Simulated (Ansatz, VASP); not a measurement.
# Ir (Iridium): VASP beside Ansatz

Wanted: the spread between two codes on one cell, functional and k mesh. The cell comes out of the VASP series on this material, whose earlier steps may have relaxed, scaled or displaced it; both programs get it as it stands.

Main program and level: Ansatz 0.2.0; plane waves, with VASP 6.6.1 beside it; relaxation of cell and atoms at LDA and relaxation of cell and atoms at PBEsol, spin-orbit coupling.

### 1. Set-up

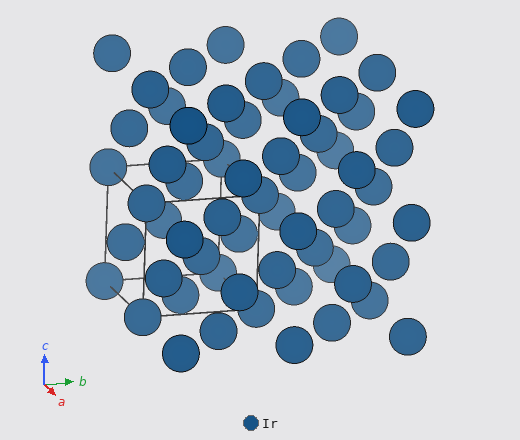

The cell as given, slightly off an axis (iridium blue). 2×2×2 cells are drawn. This picture shows the conventional cell, with its axes. Some periodic images of atoms are drawn too.

### 2. VASP: relaxation of cell and atoms, LDA

The relaxed volume is the usual yardstick between codes: its relative difference is about their pressure difference at one cell divided by the bulk modulus.

Lines of VASP's logs that name or quote its potential files are left out, and so is its time.

Contents of INCAR:

```
SYSTEM = Ir
PREC = Accurate
ENCUT = 450
EDIFF = 1E-06
NELM = 100
ISMEAR = 1
SIGMA = 0.15
LREAL = .FALSE.
ALGO = Normal
GGA = CA
NBANDS = 10
LORBIT = 11
LWAVE = .FALSE.
LCHARG = .FALSE.
KPAR = 4
IBRION = 2
NSW = 50
ISIF = 3
EDIFFG = -0.006
```

Contents of POSCAR:

```
Ir
1.0
    0.0000000000      1.9091749985      1.9091749985
    1.9091749985      0.0000000000      1.9091749985
    1.9091749985      1.9091749985      0.0000000000
Ir
1
Direct
    0.0000000000      0.0000000000      0.0000000000
```

Contents of KPOINTS:

```
Automatic mesh
0
Gamma
20 20 20
0 0 0
```

The projector-augmented-wave data sets are Ir (LDA family, release 64).

Launch:

```
> mpirun -np 4 vasp_std
```

Numbers of over 12 decimals in the logs are rounded to 6 here.

Log:

```text
[banner, memory and clock lines left out]
running    4 mpi-ranks, on    1 nodes
 distrk:  each k-point on    1 cores,    4 groups
 distr:  one band on    1 cores,    1 groups

 POSCAR found type information on POSCAR Ir
 POSCAR found :  1 types and       1 ions
 LDA part: xc-table for (Slater(with rela. corr.)+CA(PZ))
 , standard interpolation
 POSCAR, INCAR and KPOINTS ok, starting setup
 FFT: planning ... GRIDC
 FFT: planning ... GRID_SOFT
 FFT: planning ... GRID
 WAVECAR not read
 entering main loop
       N       E                     dE             d eps       ncg     rms          rms(c)
DAV:   1     0.431215364138E+02    0.43122E+02   -0.40265E+03  5200   0.731E+02
DAV:   2    -0.101208872209E+02   -0.53242E+02   -0.50352E+02  5268   0.188E+02
DAV:   3    -0.109364741965E+02   -0.81559E+00   -0.81399E+00  6126   0.285E+01
DAV:   4    -0.109434374591E+02   -0.69633E-02   -0.69621E-02  5852   0.240E+00
DAV:   5    -0.109435717510E+02   -0.13429E-03   -0.13429E-03  5918   0.313E-01    0.164E+01
DAV:   6    -0.104304968394E+02    0.51307E+00   -0.89947E-01  5756   0.116E+01    0.649E+00
DAV:   7    -0.103371412563E+02    0.93356E-01   -0.25835E-01  6288   0.565E+00    0.149E+00
DAV:   8    -0.103342168991E+02    0.29244E-02   -0.17970E-03  5466   0.432E-01    0.114E+00
DAV:   9    -0.103296324023E+02    0.45845E-02   -0.22435E-03  5688   0.701E-01    0.458E-02
DAV:  10    -0.103296183637E+02    0.14039E-04   -0.13526E-05  7410   0.389E-02    0.919E-03
DAV:  11    -0.103296190825E+02   -0.71889E-06   -0.13727E-06  5340   0.860E-03
   1 F= -.10329619E+02 E0= -.10330158E+02  d E =-.103296E+02
 curvature:   0.00 expect dE= 0.000E+00 dE for cont linesearch  0.000E+00
 trial: gam= 0.00000 g(F)=  0.806E-64 g(S)=  0.269E-05 ort = 0.000E+00 (trialstep = 0.100E+01)
 search vector abs. value=  0.269E-05
 reached required accuracy - stopping structural energy minimisation
```

From OUTCAR (step 2):

```text
ion  position               nearest neighbor table
   1  0.000  0.000  0.000-

  LATTYP: Found a face centered cubic cell.
 ALAT       =     3.8183499970

 Subroutine GETGRP returns: Found 48 space group operations
 (whereof 48 operations were pure point group operations)

The static configuration has the point symmetry O_h .

 Found    256 irreducible k-points:

   k-points           NKPTS =    256   k-points in BZ     NKDIM =    256   number of bands    NBANDS=     10

   dimension x,y,z NGX =    20 NGY =   20 NGZ =   20
   dimension x,y,z NGXF=    40 NGYF=   40 NGZF=   40

   ENCUT  =  450.0 eV  33.07 Ry    5.75 a.u.   4.67  4.67  4.67*2*pi/ulx,y,z

   NELECT =       9.0000    total number of electrons

 k-points in reciprocal lattice and weights: Automatic mesh
   0.00000000  0.00000000  0.00000000       0.000
   0.05000000  0.00000000  0.00000000       0.001
   0.10000000  0.00000000  0.00000000       0.001
   0.15000000  0.00000000  0.00000000       0.001
   0.20000000  0.00000000  0.00000000       0.001
   0.25000000  0.00000000  0.00000000       0.001
   0.30000000  0.00000000  0.00000000       0.001
   0.35000000  0.00000000  0.00000000       0.001
   0.40000000  0.00000000  0.00000000       0.001
[...]
-0.30000000  0.50000000  0.20000000       0.002
  -0.25000000  0.50000000  0.25000000       0.001

 average (electrostatic) potential at core
       1 -48.5983

 E-fermi :  10.5432

 k-point     1 :       0.0000    0.0000    0.0000
  band No.  band energies     occupation
    ...
      2       6.5817      2.00000
      3       6.5817      2.00000
      4       6.5817      2.00000
      5       9.3789      2.00000
      6       9.3789      2.00000
      7      24.9122      0.00000
      8      30.5484      0.00000
      9      30.5484      0.00000
     10      30.5484      0.00000

 k-point     2 :       0.0500    0.0000    0.0000
  band No.  band energies     occupation
    ...
      2       6.5201      2.00000
      3       6.6319      2.00000
      4       6.6319      2.00000
      5       9.3454      2.00000
      6       9.3454      2.00000
      7      25.1119      0.00000
      8      29.9339      0.00000
      9      30.7377      0.00000
     10      30.7377      0.00000

 k-point     3 :       0.1000    0.0000    0.0000
  band No.  band energies     occupation
    ...
      2       6.3573      2.00000
      3       6.7677      2.00000
      4       6.7677      2.00000
      5       9.2667      2.00000
      6       9.2667      2.00000
      7      25.6709      0.00000
      8      28.6671      0.00000
      9      31.2916      0.00000
     10      31.2916      0.00000

  Total        0.0043133      0.0043133      0.0043133     -0.0000000     -0.0000000      0.0000000
  in kB        0.4965426      0.4965426      0.4965426     -0.0000000     -0.0000000      0.0000000
  external PRESSURE =       0.4965426 kB  Pullay stress =       0.0000000 kB

  energy-cutoff  :      450.00
  volume of cell :       13.92
      direct lattice vectors                 reciprocal lattice vectors
     0.000000000  1.909174998  1.909174998    -0.261893226  0.261893226  0.261893226
     1.909174998  0.000000000  1.909174998     0.261893226 -0.261893226  0.261893226
     1.909174998  1.909174998  0.000000000     0.261893226  0.261893226 -0.261893226

 POSITION                                       TOTAL-FORCE (eV/Angst)
 -----------------------------------------------------------------------------------
      0.00000      0.00000      0.00000         0.000000      0.000000      0.000000
 -----------------------------------------------------------------------------------
    total drift:                               -0.000000     -0.000000     -0.000000

  FREE ENERGIE OF THE ION-ELECTRON SYSTEM (eV)
  ---------------------------------------------------
  free  energy   TOTEN  =       -10.3296190825 eV

  energy  without entropy=      -10.3312343784  energy(sigma->0) =      -10.33015751

 reached required accuracy - stopping structural energy minimisation

 total charge
# of ion       s       p       d       tot
------------------------------------------
    1        0.687   0.759   7.024   8.469

[... 3 further parts left out ...]
```

### 3. Ansatz: relaxation of cell and atoms, LDA

Ansatz runs on its default PAW (the set named soft_2) files.

The same cell, functional (in two slightly different forms), mesh and smearing now go to Ansatz, which takes its cutoff from its data sets.

Contents of input.yaml:

```yaml
crystal:
  lattice:
    - [0.0, 1.9091749985, 1.9091749985]
    - [1.9091749985, 0.0, 1.9091749985]
    - [1.9091749985, 1.9091749985, 0.0]
  atoms:
    - { symbol: Ir, position: [0.0, 0.0, 0.0] }
hamiltonian:
  xc: lda
  pseudopotentials: { kind: paw }
kpoints:
  mp_grid: { grid: [20, 20, 20] }
scf:
  occupations: { method: methfessel_paxton, width: 0.15 }
relax:
  f_tol: 0.01
  max_steps: 60
  cell: { stress_tol: 0.05 }
output:
  forces: true
  stress: true
```

Launch:

```
> ansatz run input.yaml --threads 4 --pin off --max-ram 9216MiB --backend cpu --events-out ev --progress --plain --runs-dir out
```

Log:

```text
Engine: ansatz 0.2.0, aarch64-unknown-linux-gnu
Pseudopotentials: kind: paw
Pseudopotential: Ir, paw, valence charge 17, recommended cutoff 420 eV (normal), Ir.paw.azcp
Functional definition: SPW92
  exchange = slater_x
  correlation = pw_c
Crystal: 1 atoms, lattice volume = 13.918 Å³
Basis set: ecut = 420 eV, 283 PW (Γ)
Bands: 13, of which v1, the nominal top of the filled ones, is band 9 counted from 1 (8 counted from 0)
Symmetry: 48 space group operations
Space group: Fm-3m (ITA 225), of the structure as read, at distance tolerance 2.4e-5 Å
k-points: 256 of 8000
Non-local potential: Ir, projectors of the file, l = 0: 3, l = 1: 2, l = 2: 2, l = 3: 1
PAW form: soft (Blöchl's): semilocal exchange-correlation on the pseudo side does not see the compensation charge
PAW frozen core: Ir, regenerated for the run's functional, and the local potential with it (the file was generated under x = pbe(κ = 0.804, μ = 0.219515), c = pbe(β = 0.066725))
PAW one-centre angular grid: Ir, 590 points (default); XC on 64 Gauss nodes
Initial density: superposition of atomic densities (neutral atoms: chi_scale 0, normalization atom), corrected by the library's trained network
Initial wavefunctions: pseudopotential atomic-orbital guess
Functional: x = slater, c = lda
SCF iter   1: F=—  HF=-11663.397661 eV  |F-HF|=—  |Δ(HF+E_count)|=         —  Δρ=5.98e-3  dr2=8.23e-4  ethr=1.77e-3  ⟨swp⟩=5.0  Hψ=16207  notcnv=0
preconditioner: auto → none  [metal: Δε(μ)=0.019 eV  Ē_g=14.430 eV  σ=0.150 eV  W_gap=0.10  n_scr=0 (ndim 8)  ℏωp=29.9 eV  f_vac=0.000  D(μ)=0.50/eV (n_scr^D=0)]
SCF iter   2: F=—  HF=-11663.397774 eV  |F-HF|=—  |Δ(HF+E_count)|=   1.14e-4  S|Δr|=    0.00e0  Δρ=3.00e-3  dr2=1.97e-4  ethr=4.84e-6  ⟨swp⟩=2.0  Hψ=6193  notcnv=0
SCF iter   3: F=—  HF=-11663.397860 eV  |F-HF|=—  |Δ(HF+E_count)|=   8.61e-5  S|Δr|=    0.00e0  Δρ=1.79e-4  dr2=1.50e-6  ethr=1.16e-6  ⟨swp⟩=1.0  Hψ=3247  notcnv=0
SCF iter   4: F=—  HF=-11663.397855 eV  |F-HF|=—  |Δ(HF+E_count)|=   5.62e-6  S|Δr|=    0.00e0  Δρ=6.52e-5  dr2=1.66e-7  ethr=5.88e-10  ⟨swp⟩=4.4  Hψ=11102  notcnv=0
SCF iter   5: F=-11663.397855 eV  HF=-11663.397855 eV  |F-HF|=2.24e-8  |Δ(HF+E_count)|=   4.17e-8  S|Δr|=    0.00e0  Δρ=1.52e-5  dr2=2.97e-8  ethr=5.88e-10  ⟨swp⟩=4.0  Hψ=9733  notcnv=0
SCF 1 converged in 5 iterations: F = -11663.397855 eV  dr2 = 2.97e-8
  greatest PAW one-centre occupation: 1.000 electrons in one spin orbital (limit 2), on the Ir atom at site 0 (counted from 0), in its partial waves of l = 0
relax step   1: F+E_penalty+E_count = -11663.39785455 eV  Δ(F+E_penalty+E_count) = +0.000e0 eV  max|allowed force component| = 0.000e0 eV/Å  Δτ_max = 0.0000 Å  P = -2.463 GPa  Ω = 13.918 Å³  (5 SCF iters, dr2 threshold 1.00e-7 eV, accepted)
[...]
relax step   2: F+E_penalty+E_count = -11663.39647300 eV  Δ(F+E_penalty+E_count) = +1.382e-3 eV  max|allowed force component| = 0.000e0 eV/Å  Δτ_max = 0.0000 Å  P = +4.551 GPa  Ω = 13.682 Å³  energy of the carried Pulay correction = +6.587e-5 eV  (4 SCF iters, dr2 threshold 1.00e-7 eV, rejected (line search))
[...]
relax step   3: F+E_penalty+E_count = -11663.39853873 eV  Δ(F+E_penalty+E_count) = -6.842e-4 eV  max|allowed force component| = 0.000e0 eV/Å  Δτ_max = 0.0000 Å  P = -0.054 GPa  Ω = 13.834 Å³  energy of the carried Pulay correction = +2.326e-5 eV  (5 SCF iters, accepted)
[...]
relax step   4: F+E_penalty+E_count = -11663.39853956 eV  Δ(F+E_penalty+E_count) = -8.346e-7 eV  max|allowed force component| = 0.000e0 eV/Å  Δτ_max = 0.0000 Å  P = +0.001 GPa  Ω = 13.832 Å³  energy of the carried Pulay correction = +2.378e-5 eV  (2 SCF iters, dr2 threshold 7.35e-9 eV, accepted)
[...]
relax step   5: F+E_penalty+E_count = -11663.39851295 eV  Δ(F+E_penalty+E_count) = +2.661e-5 eV  max|allowed force component| = 0.000e0 eV/Å  Δτ_max = 0.0000 Å  P = +0.005 GPa  Ω = 13.832 Å³  stress off target by 4.64e-3 GPa  SCF on the basis re-selected at this cell (its energy is not comparable with the rows above)  (4 SCF iters)
basis re-selected at this cell: Δ(F+E_penalty+E_count) = +2.661e-5 eV, ΔP = +0.004 GPa vs the last step (what re-selecting the basis moved, of the pressure what is left beyond the Pulay correction that the steps carried, after the strain that the cell walked since its last selection, with what the two solves' SCF thresholds leave and, on support functions, any second-order correction that the steps lacked; it is no measure of the basis error at this ecutwfc). This SCF's stress stands 4.64e-3 GPa from its target on what of the cell is left free (relax.cell.stress_tol is 5.00e-2 GPa) and its largest allowed force component is 0.00e0 eV/Å (relax.f_tol is 1.00e-2 eV/Å): [rest of the remark cut]
SCF converged after 4 iterations
Stability not checked: this state was not tested for a lower state beside it, because cold or Methfessel-Paxton smearing, or corrected tetrahedra, fill the levels in a way that the test cannot read (fill_not_monotonic; see scf.lower_state_search)
Free energy (F): -11663.398513 eV
Harris-Foulkes:  -11663.398513 eV  (|F-HF|=0.00e0)
Internal energy: -11663.400067 eV  (E = F + TS)
E sigma→0 (E₀):  -11663.398901 eV
Entropy (-TS):   0.001554 eV (1.554 meV/atom)
Fermi energy:    26.147117 eV
--- Per-component energies (eV) ---
  E_band       = -78.010096
  E_kinetic    = 624.689501
  E_local      = -1045.157036  (includes V_loc(G=0)·N_el)
  E_nonlocal   = 79.769716
  E_hartree    = 400.836570
  E_xc         = -267.036299
  E_vxc        = -300.685395  (∫ρ·V_xc dr)
  E_paw        = -8953.328413  (= ΣΔE_a)
  E_vpaw       = -238.300076  (= ΣTr[D̂ρ^β])
  E_aug_tail   = 0.000040  (compensation charges beyond the density's cutoff)
  E_ewald      = -2503.585750
  E_core_change = 0.411602  (= ΣΔE_core)
  E_smearing   = 0.001554  (= −TS)
  E_closure    = 0.000000  (closes the sum)
  Σ components = -11663.398513   (vs F -11663.398513, Δ=0.00e0)
--- Forces (eV/Å), atoms counted from 1 ---
  atom   1  Ir    -0.00000000    -0.00000000    -0.00000000
  max |Σ_I F_I| component: 9.04e-32 eV/Å
--- Stress (GPa, compression-positive) ---
        0.004644      -0.000000      -0.000000
       -0.000000       0.004644      -0.000000
       -0.000000      -0.000000       0.004644
  P = ⅓ Tr σ = 0.0046 GPa (0.046 kbar)
--- Relaxed structure (4 steps of the walk, 3 accepted, 1 SCFs on fresh bases) ---
  F+E_penalty+E_count = -11663.39851295 eV   max|allowed force component| = 0.000e0 eV/Å   (the final SCF, on the basis selected at the relaxed cell)
  cell:  # Å, volume = 13.8322 Å³
    - [0, 1.905257, 1.905257]
    - [1.905257, 0, 1.905257]
    - [1.905257, 1.905257, 0]
  atoms:
    - { symbol: Ir, position: [0.0, 0.0, 0.0] }
```

It took 2.3 s on 4 threads of Arm Neoverse V2, shared host; peak memory 0.33 GiB; 7.7 s of CPU time.

### 4. Comparison

Known differences besides the PAW data sets themselves: the two LDA forms differ slightly; both relaxations stop at a tolerance, which leaves soft axes loose, and VASP keeps its plane-wave basis; the data sets hold 17 valence electrons in Ansatz (default PAW (the set named soft_2) files) and 9 in VASP; the cutoff is 420 eV in Ansatz and 450 eV in VASP; Ansatz makes its cores anew for this functional, VASP keeps those of its LDA data sets; Ansatz adds a Pulay correction to the stress that steers its cell, VASP none. Total energies have different zeros and are not compared.

The two programs side by side:

| quantity | Ansatz | VASP | difference |
| --- | --- | --- | --- |
| volume (Å³) | 13.83 | 13.92 | -0.61 % |
| edge a after relaxation, in the typed setting (Å) | 2.694 | 2.700 | -0.21 % |

The walks stopped with 0.00 GPa left in Ansatz and 0.05 GPa in VASP; each walk ends within a tolerance, so the volume difference is uncertain by about these residues over the bulk modulus, most in soft cells.

(Part 1 of 2 ends here.)

[Lines on the potential files, build, host, timing and source positions are cut from VASP's logs without a mark.]

[Logs are printed without paths, hosts, clocks, repeated set-up lines and the standing remarks that a program may print on its own settings, such as how far it seeks lower states.]

[Hosts, paths, dates, database ids (printed as entryN), source tags and the programs' standing remarks are cut or masked in the printed files.]
